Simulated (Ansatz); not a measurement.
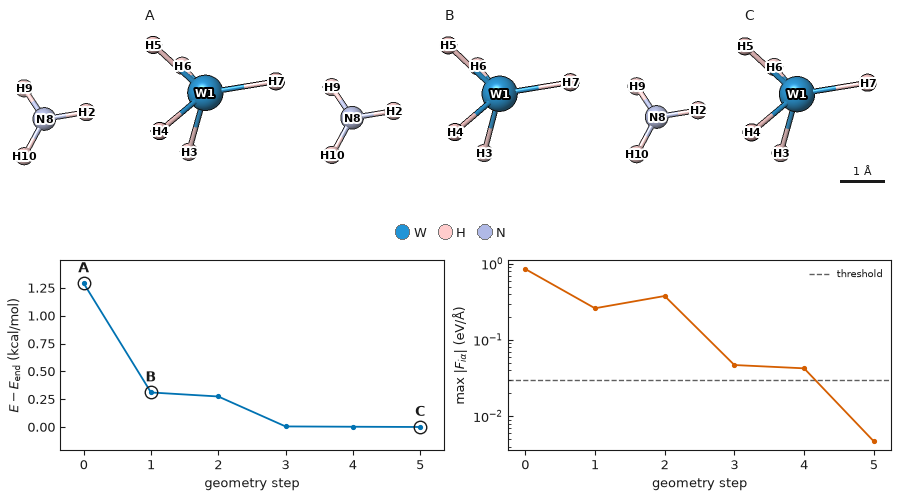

Frames of a relaxation of WNH8 (multiplicity 2), marked on the history of the run. The picture is a ball-and-stick view, seen at a tilt.

The run prepares an end point of a later path (reaction) calculation, from a guessed geometry.

The calculation used UKS LDA/def2-SVP (Ansatz 0.2.0). (collinear spin; force threshold 0.03 eV/Å; at most 50 steps)

Q: Describe the path.

A: The largest moves after the best rigid fit, 0.31 Å, are those of N8, H9 and H10. By element the largest moves are H 0.31 Å, N 0.30 Å, W 0.20 Å. Among the contacts that change: W1–N8 3.947 → 3.441 Å, W1–H2 2.915 → 2.424 Å, H2–N8 1.032 → 1.018 Å. Over 5 geometry steps the energy falls by 1.29 kcal/mol. Largest force component: 0.85 eV/Å at the start, 0.0047 eV/Å at the end. Cost: 12 s on 2 threads of Intel(R) Xeon(R) Platinum 8488C (Sapphire Rapids) (shared host), peak memory 0.21 GiB. From step 0 to 1: N and H atoms move most (0.19 Å), energy −0.98 kcal/mol. From step 1 to 5: H atoms move most (0.12 Å), energy −0.31 kcal/mol.

```tsv
step	E − E(0), kcal/mol	largest force component, eV/Å
0	0.00	0.8527
1	-0.98	0.2605
2	-1.02	0.3773
3	-1.29	0.0469
4	-1.29	0.0425
5	-1.29	0.0047
```

Limits of the set-up: the start holds two separate molecules, 2.5 Å apart at their closest, whose relative position is a soft coordinate and is computed without a dispersion correction.
